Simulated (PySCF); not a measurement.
H₈NSi₃, doublet, SMILES `[SiH2][SiH2]N[SiH3]`.

Method: M06-2X/6-31+G*; geometry: GFN2-xTB; program: PySCF. No frequency check shows the geometry to be a minimum. The basis has diffuse s and p functions alone, which still leaves polarisabilities too small, most of all across bonds. The stability of the open-shell solution wasn't checked. GFN2-xTB doesn't know the spin state, so this open-shell geometry is rough.

Geometry (Å), atoms numbered from 1:

```
Si1     -1.9910   -0.7760    0.1276
Si2     -0.6493    1.0301   -0.1848
N3       0.9246    0.6324    0.4561
Si4      2.0530   -0.5523   -0.0893
H5      -3.4221   -0.6157   -0.1648
H6      -1.6588   -2.1077   -0.3917
H7      -1.0962    2.1667    0.6398
H8      -0.4568    1.5678   -1.5507
H9       1.3405    1.3710    0.9986
H10      1.2798   -1.7726   -0.3144
H11      2.7225   -0.1620   -1.3376
H12      3.0408   -0.6987    0.9788
```

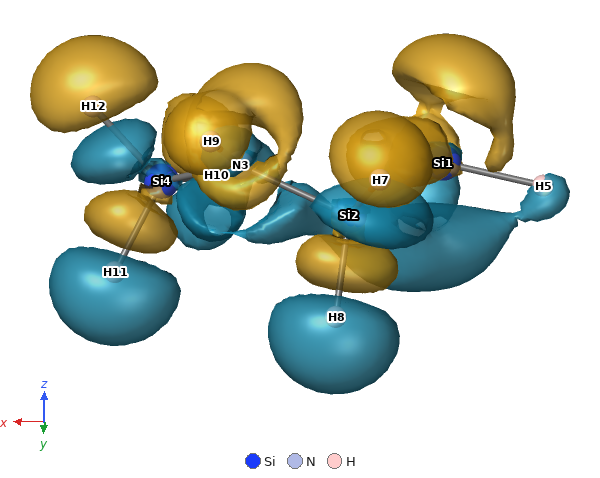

Change of the electron density in a uniform field of 0.51 V/Å, surfaces at ±0.003 e/Å³ (yellow: gain, teal: loss).

Along which Cartesian direction does the field point?

Answer. Along −z: electrons gather on the +z side, against the field.

What dipole is induced, and what polarisability does it imply?

Answer. The induced dipole is 1.87 D (along the field); α along this axis, from the fields in both directions, is 73 bohr³ (10.9 Å³).

Which atoms gain and lose the most charge?

Answer. Electrons gather most on Si1 (Hirshfeld charge changes by −0.022 e) and leave H8 most (+0.025 e); 0.172 electrons are displaced in all.
